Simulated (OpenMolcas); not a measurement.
**doublet [CF]2+: levels of theory compared**

Wanted: a comparison of 6 runs (UHF/STO-3G, UBHLYP/aug-cc-pVTZ, UM06-2X/aug-cc-pVTZ, UM06-L/aug-cc-pVTZ, UPBE0/aug-cc-pVTZ, ROMP2/aug-cc-pVTZ) of doublet [CF]2+. 

Program for the calculation: OpenMolcas 26.06.

### Step 1. The molecule

[CF]2+: 2 atoms, total charge +2, spin state doublet. As SMILES of the parent species, `[C+]F`. Geometry: relaxed at PBE0-D4/def2-TZVP. That shape belongs to the parent species and isn't relaxed for this state.

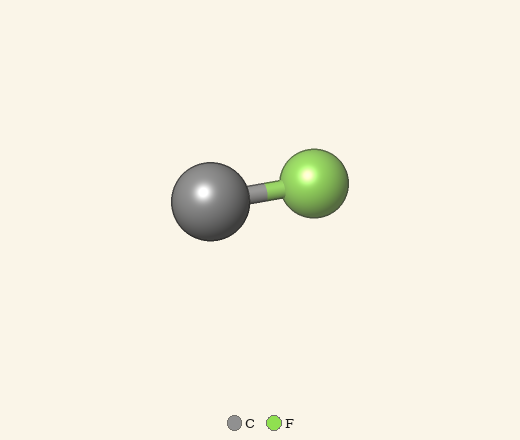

Viewed from a chosen angle; carbon grey, fluorine green.

### Step 2. The energy at UHF/STO-3G (run 1)

File geom.xyz:

```xyz
2

C      0.492270    -0.160830     0.253170
F     -0.492270     0.160830    -0.253170
```

File test.input:

```
>>> EXPORT MOLCAS_PRINT=2
&GATEWAY
BASLIB=$CurrDir
COORD=geom.xyz
BASIS=STO-3G
GROUP=NoSym
&SEWARD
&SCF
UHF
CHARGE=2
SPIN=2
THRESHOLDS=1e-10 1e-07 1e-07 1e-05
PRORBITALS=1 2
```

The basis set STO-3G is read from a file made from the Basis Set Exchange's data (not shown).

On the command line:

```sh
$ export MOLCAS_MEM=1860
$ pymolcas test.input > test.log
```

Log:

```text
--- Start Module: gateway ---
[...]
--- Stop Module: gateway /rc=_RC_ALL_IS_WELL_ ---
--- Start Module: seward ---
[...]
      Basis functions           10
--- Stop Module: seward /rc=_RC_ALL_IS_WELL_ ---
--- Start Module: scf ---
[...]
       Convergence after  18 Iterations
[...]
::    Total SCF energy                               -134.1178061802
[...]
      Total spin, S                                     0.5273629231
[...]
      Total electronic charge=   13.000000
      Total            charge=    2.000000
[...]
      Dipole Moment (debye):
      Origin of the operator (angstrom)=   -0.1111    0.0363   -0.0572
                   X=  3.8876E+00               Y= -1.2701E+00               Z=  1.9994E+00           Total=  4.5524E+00
      Center of Charge (angstrom)
[...]
--- Stop Module: scf /rc=_RC_ALL_IS_WELL_ ---
[...]
```

It took 1.8 s on 1 thread of Arm Neoverse V1, shared host; peak memory 0.37 GiB.

### Step 3. A single-point energy at UBHLYP/aug-cc-pVTZ (run 2)

File calc.input:

```
&GATEWAY
BasLib=$CurrDir
Coord
2
angstrom
C        0.492270      -0.160830       0.253170
F       -0.492270       0.160830      -0.253170
Basis=aug-cc-pVTZ
Group=NoSym
&SEWARD
GridInput
Grid=UltraFine
End of Grid
&SCF
UHF
Charge=2
Spin=2
KSDFT=HYB_GGA_XC_BHANDHLYP
Thresholds=1e-10 1e-07 1e-07 1e-05
PrOrbitals=1 2
```

The basis set aug-cc-pVTZ is read from a file made from the Basis Set Exchange's data (not shown).

On the command line:

```sh
$ export MOLCAS_MEM=1860
$ pymolcas calc.input > calc.log
```

Log:

```text
--- Start Module: gateway ---
[...]
--- Stop Module: gateway /rc=_RC_ALL_IS_WELL_ ---
--- Start Module: seward ---
[...]
      Basis functions           92
--- Stop Module: seward /rc=_RC_ALL_IS_WELL_ ---
[...]
--- Start Module: scf ---
[...]
       Convergence after  19 Iterations
[...]
::    Total KS-DFT energy                            -136.4819238831
[...]
      Total spin, S                                     0.5045805561
[...]
      Total electronic charge=   13.000000
      Total            charge=    2.000000
[...]
      Dipole Moment (debye):
      Origin of the operator (angstrom)=   -0.1111    0.0363   -0.0572
                   X=  3.8458E+00               Y= -1.2565E+00               Z=  1.9779E+00           Total=  4.5035E+00
      Center of Charge (angstrom)
[...]
--- Stop Module: scf /rc=_RC_ALL_IS_WELL_ ---
[...]
```

Wall time 26 s (1 thread of Arm Neoverse V1, shared host); peak memory 0.51 GiB.

Run 3 isn't shown in full; the table further down has it.

### Step 4. The energy at UM06-L/aug-cc-pVTZ (run 4)

File job.inp:

```
* CF Kohn-Sham DFT

&GATEWAY
  BasLib
  $CurrDir
  Coord
  2
  angstrom
  C        0.492270      -0.160830       0.253170
  F       -0.492270       0.160830      -0.253170
  Basis
  aug-cc-pVTZ
  Group
  NoSym

&SEWARD
  GridInput
  Grid=UltraFine
  End of Grid

&SCF
  UHF
  Charge
  2
  Spin
  2
  KSDFT
  M06L
  Thresholds
  1e-10 1e-07 1e-07 1e-05
  PrOrbitals
  1 2
```

The basis set aug-cc-pVTZ is read from a file made from the Basis Set Exchange's data (not shown).

On the command line:

```sh
$ export MOLCAS_MEM=1860
$ pymolcas job.inp > job.log
```

Log:

```text
--- Start Module: gateway ---
[...]
--- Stop Module: gateway /rc=_RC_ALL_IS_WELL_ ---
--- Start Module: seward ---
[...]
      Basis functions           92
--- Stop Module: seward /rc=_RC_ALL_IS_WELL_ ---
[...]
--- Start Module: scf ---
[...]
       Convergence after  42 Iterations
[...]
::    Total KS-DFT energy                            -136.5345063249
[...]
      Total spin, S                                     0.5075222085
[...]
      Total electronic charge=   13.000000
      Total            charge=    2.000000
[...]
      Dipole Moment (debye):
      Origin of the operator (angstrom)=   -0.1111    0.0363   -0.0572
                   X=  3.4794E+00               Y= -1.1368E+00               Z=  1.7894E+00           Total=  4.0744E+00
      Center of Charge (angstrom)
[...]
--- Stop Module: scf /rc=_RC_ALL_IS_WELL_ ---
[...]
```

Wall time 78 s (1 thread of Arm Neoverse V1, shared host); peak memory 0.51 GiB.

Run 5 isn't shown in full; the table further down has it.

### Step 5. A single-point energy at ROMP2/aug-cc-pVTZ (run 6)

File test.inp:

```
&gateway
baslib
$CurrDir
coord
2
angstrom
C        0.492270      -0.160830       0.253170
F       -0.492270       0.160830      -0.253170
basis
aug-cc-pVTZ
group
NoSym
&seward
&scf
uhf
charge
2
spin
2
thresholds
1e-10 1e-07 1e-07 1e-05
prorbitals
1 1
&rasscf
fileorb
$Project.UnaOrb
spin
2
nactel
1 0 0
inactive
6
ras2
1
outorbitals
Canonical
orblisting
Nothing
&caspt2
ipea
0.0
frozen
2
```

The basis set aug-cc-pVTZ is read from a file made from the Basis Set Exchange's data (not shown).

On the command line:

```sh
$ export MOLCAS_MEM=1860
$ pymolcas test.inp > test.log
```

Log:

```text
--- Start Module: gateway ---
[...]
--- Stop Module: gateway /rc=_RC_ALL_IS_WELL_ ---
[...]
      Basis functions           92
[...]
       Convergence after  20 Iterations
[...]
::    Total SCF energy                               -135.9836347473
[...]
      Total spin, S                                     0.5116894905
[...]
--- Start Module: rasscf ---
[...]
      Number of active orbitals                  1
[...]
      Spin quantum number                      0.5
[...]
      Active orbitals                            1
[...]
      Number of CSFs                             1
[...]
      Number of root(s) required                 1
[...]
      Convergence after  7 iterations
[...]
      printout of CI-coefficients larger than  0.05 for root  1
      energy=    -135.980705
      conf/sym  1     Coeff  Weight
             1  u   1.00000 1.00000
      Natural orbitals and occupation numbers for root  1
      sym 1:   1.000000
      ************************************************************************************************************************
      *                                                    Final results                                                     *
[...]
::    RASSCF root number  1 Total energy:   -135.98070536
[...]
      Total electronic charge=   13.000000
      Total            charge=    2.000000
[...]
      Dipole Moment (debye):
      Origin of the operator (angstrom)=   -0.1111    0.0363   -0.0572
                   X=  4.1831E+00               Y= -1.3667E+00               Z=  2.1513E+00           Total=  4.8984E+00
      Center of Charge (angstrom)
[...]
--- Stop Module: rasscf /rc=_RC_ALL_IS_WELL_ ---
[...]
--- Start Module: caspt2 ---
[...]
 ###    WARNING: User changed nr of frozen orbitals.                         ###
 ###############################################################################
[...]
      E2 (Variational):          -0.3374039416
      Total energy:            -136.3181092995
[...]
      Reference weight:           0.92443
[...]
::    CASPT2 Root  1     Total energy:   -136.31810930
[...]
--- Stop Module: caspt2 /rc=_RC_ALL_IS_WELL_ ---
[...]
```

Run time: 15 s. Hardware: 1 thread of Arm Neoverse V1, shared host; peak memory 0.51 GiB.

### Step 6. The series

```csv
run,level,integration grid,frozen core orbitals,energy (Eh),HOMO energy (eV),LUMO energy (eV),⟨S²⟩,wall time
1,UHF/STO-3G,–,–,-134.117806,-42.81,-24.12,0.805,1.8 s
2,UBHLYP/aug-cc-pVTZ,UltraFine,–,-136.481924,-39.18,-28.20,0.759,26 s
3,UM06-2X/aug-cc-pVTZ,UltraFine,–,-136.494959,-38.72,-32.62,0.763,37 s
4,UM06-L/aug-cc-pVTZ,UltraFine,–,-136.534506,-35.29,-33.27,0.765,78 s
5,UPBE0/aug-cc-pVTZ,UltraFine,–,-136.400115,-37.11,-29.13,0.763,23 s
6,ROMP2/aug-cc-pVTZ,–,2,-136.318109,–,–,–,15 s
```

### Step 7. What came out

| quantity | value |
| --- | --- |
| run 6: total energy | -136.31811 Eh |

Totals of different functionals can't be ranked against each other. In run 1 the basis is minimal, so the values are rough. All runs together took 3 min, the longest 78 s.
